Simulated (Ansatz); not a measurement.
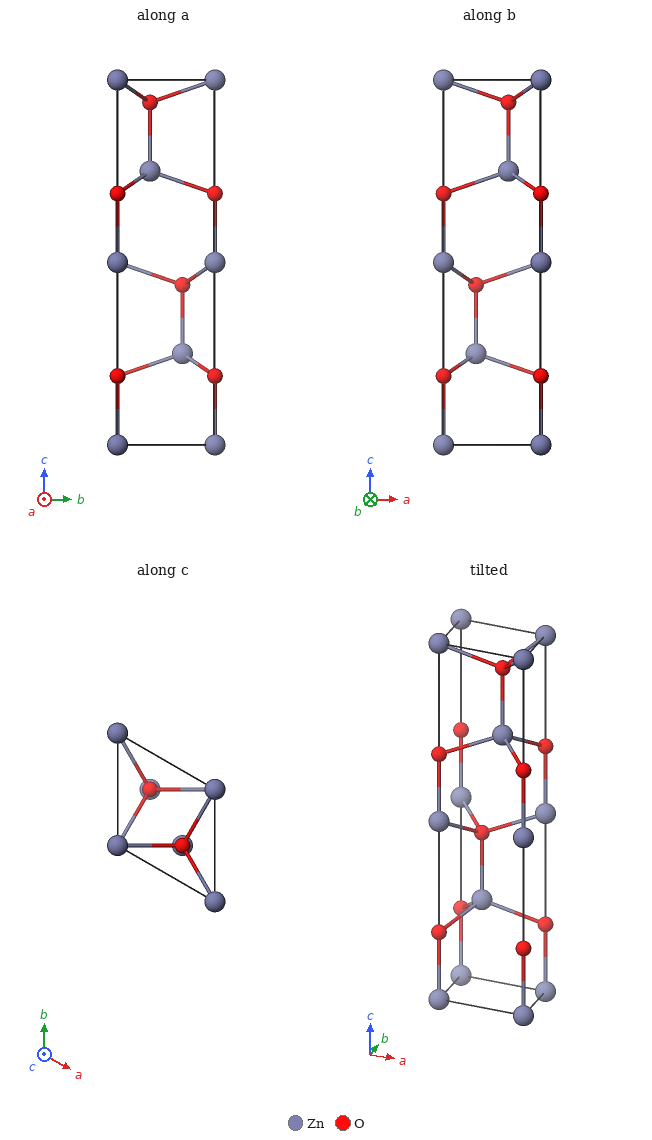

Ball-and-stick drawing of the structure, looking along the a axis, along the b axis, along the c axis and slightly off an axis. One conventional unit cell is framed, with atoms on its boundary repeated.

Lattice parameters: a = 3.226 Å, b = 3.226 Å, c = 10.473 Å, α = 90.00°, β = 90.00°, γ = 120.00°.

Q: Transcribe the picture into a table of Wyckoff sites, with free fractional coordinates to two decimals.

A: Space group P6_3mc (No. 186).
| atom | site | x | y | z |
| --- | --- | --- | --- | --- |
| Zn | 2a | 0.00 | 0.00 | 0.00 |
| Zn | 2b | 0.3333 | 0.6667 | 0.25 |
| O | 2a | 0.00 | 0.00 | 0.19 |
| O | 2b | 0.3333 | 0.6667 | 0.44 |

It goes back to a structure type filled with these elements by a generator (whether the compound takes this form wasn't checked). Earlier steps of the study may have refined or changed the cell and positions. An electronic-structure calculation with Ansatz was run on it.
